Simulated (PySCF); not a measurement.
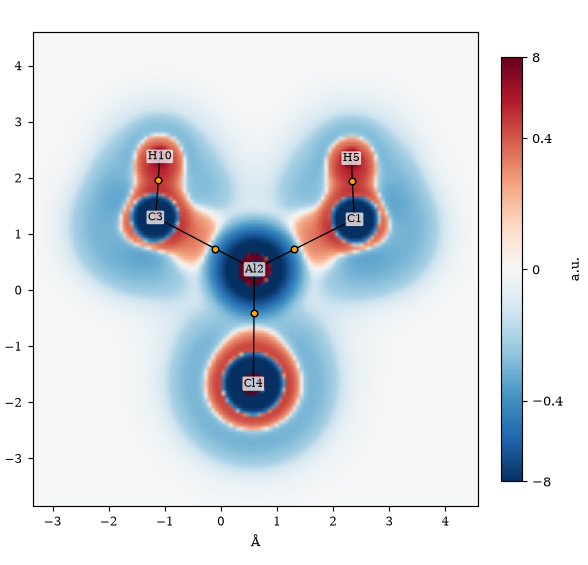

*C$_{2}$H$_{6}$AlCl, SMILES `C[Al](C)Cl`. Negative Laplacian of the density (−∇²ρ) in the plane of C1, Al2, C3, Cl4, H5 and H10 (red positive, blue negative, colour scale in a.u., logarithmic beyond ±0.04), with bond paths and bond critical points (dots).*

Level of theory: TPSS/cc-pVDZ (PySCF), at a geometry from GFN2-xTB. No frequency check shows the geometry to be a minimum. GFN2-xTB bond lengths at metals and heavier atoms can be off by up to 0.1 Å and shapes distorted, which carries into these values.

At which bond critical points in this plane is charge locally concentrated, and at which depleted?

Concentrated (∇²ρ < 0): C1–H5 and C3–H10 (−0.90 a.u.). Depleted (∇²ρ > 0): C1–Al2 and Al2–C3 (+0.32 a.u., H = −0.013); Al2–Cl4 (+0.45 a.u., H = −0.002).

Where along C1–H5 does the critical point lie?

0.68 Å from C1 and 0.41 Å from H5.
